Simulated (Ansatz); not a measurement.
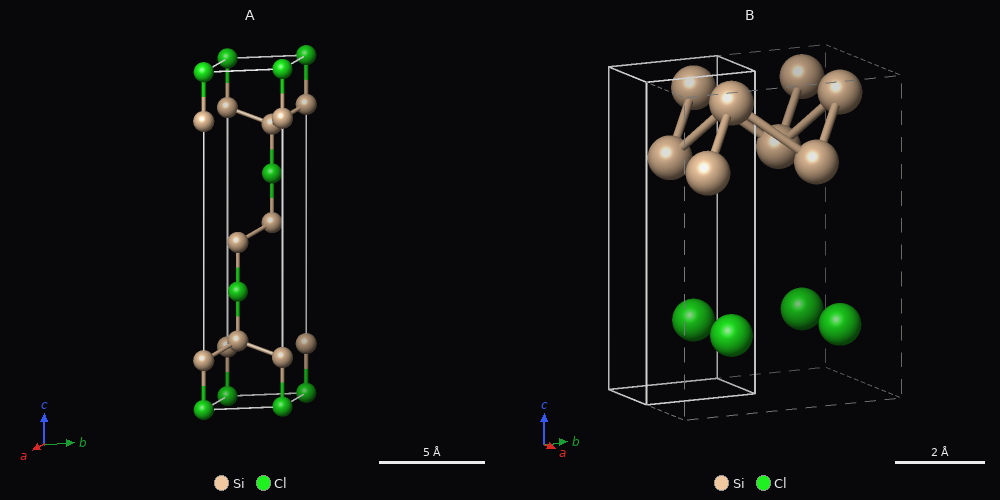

Two structures of Si₂Cl, each relaxed to rest (conventional cells in solid outline, small ones repeated, not to one scale). Method: DFT PBE, scalar-relativistic, plane waves, PAW in Ansatz 0.2.0, without spin polarisation.

**Describe A and B.**

A: 9 atoms a cell on a rhombohedral (trigonal R) lattice, R-3m. B: 3 atoms a cell on a primitive hexagonal lattice, P3m1.

**Which structure is more stable?**

A is lower, by 141 meV/atom at this level of theory (energies at zero smearing). Volumes: A 23.9, B 25.2 Å³/atom.

One or both may be structure types tried for this composition rather than known phases.
